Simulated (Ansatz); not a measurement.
# CH₉B₃OSiZn: small, medium and large basis sets

Aim: see how fast density functionals converge with the basis set for CH₉B₃OSiZn.

Program: Ansatz 0.2.0, Gaussian basis. Level of theory: one geometry, several basis sets. These are calculated values, not measurements.

Levels to be run: PBE0-D4/def2-SVP; ωB97M-V/def2-SVP; PBE0-D4/def2-QZVPP; ωB97M-V/def2-QZVPP; the functionals' def2-TZVPP values are taken from earlier runs.

### 1 The geometry

An earlier PBE0-D4 in a triple-zeta def2 set relaxation fixed the geometry.

16 atoms, charge 0, spin multiplicity 1.

Atoms are counted from 1 here; the program's logs count them from 0.

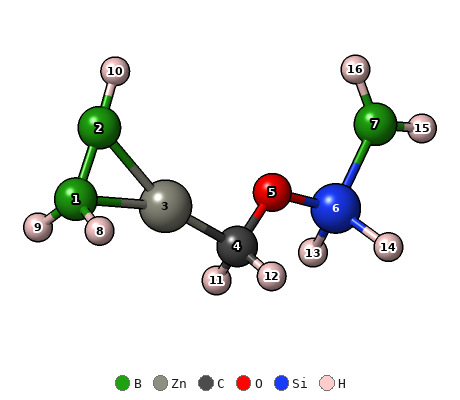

The geometry (boron green, zinc grey, carbon dark grey, oxygen red, silicon blue, hydrogen pink); atoms are numbered from 1 in the order of the file.

### 2 PBE0-D4 in def2-SVP

in.yaml

```yaml
crystal:
  periodic: [false, false, false]
  atoms:
    - {symbol: B, position_ang: [3.294269, -1.777866, 1.575346]}
    - {symbol: B, position_ang: [3.181901, -0.302415, 1.957993]}
    - {symbol: Zn, position_ang: [1.472095, -0.968165, 0.575337]}
    - {symbol: C, position_ang: [-0.169012, -0.915399, -0.527051]}
    - {symbol: O, position_ang: [-0.744145, 0.385820, -0.358404]}
    - {symbol: Si, position_ang: [-2.145719, 0.771990, -1.140258]}
    - {symbol: B, position_ang: [-2.729007, 2.640826, -0.729071]}
    - {symbol: H, position_ang: [3.854152, -2.110072, 0.558001]}
    - {symbol: H, position_ang: [2.716664, -2.626639, 2.211373]}
    - {symbol: H, position_ang: [3.148234, 0.834717, 2.288636]}
    - {symbol: H, position_ang: [-0.883129, -1.690676, -0.217730]}
    - {symbol: H, position_ang: [0.053907, -1.098766, -1.586926]}
    - {symbol: H, position_ang: [-3.225138, -0.191964, -0.752595]}
    - {symbol: H, position_ang: [-1.962791, 0.615613, -2.619157]}
    - {symbol: H, position_ang: [-3.736013, 3.054063, -1.227559]}
    - {symbol: H, position_ang: [-2.126278, 3.378925, -0.007925]}
basis:
  gaussian: {orbitals: def2-SVP}
hamiltonian: {xc: pbe0, dispersion: d4}
output: {orbitals: {seedname: orbitals}}
```

Command:

```sh
$ ansatz run in.yaml --threads 2 --pin off --events-out ev --progress --plain --max-ram 32768MiB --backend cpu
```

After this run come: ωB97M-V in def2-SVP; PBE0-D4 in def2-QZVPP; ωB97M-V in def2-QZVPP.

Q: Predict the results of all the runs planned. Wanted: PBE0-D4: double and triple zeta above quadruple; ωB97M-V: double and triple zeta above quadruple.

**Answer**, as computed:

```
                                       quantity           value
PBE0-D4: double and triple zeta above quadruple  17.56, 1.76 eV
ωB97M-V: double and triple zeta above quadruple  17.80, 1.68 eV
```

**Reading.** PBE0-D4 gains 15.80 eV from double to triple zeta, then 1.76 eV more. These are total energies; as a rule much of such shifts cancels in differences, which this series doesn't test.
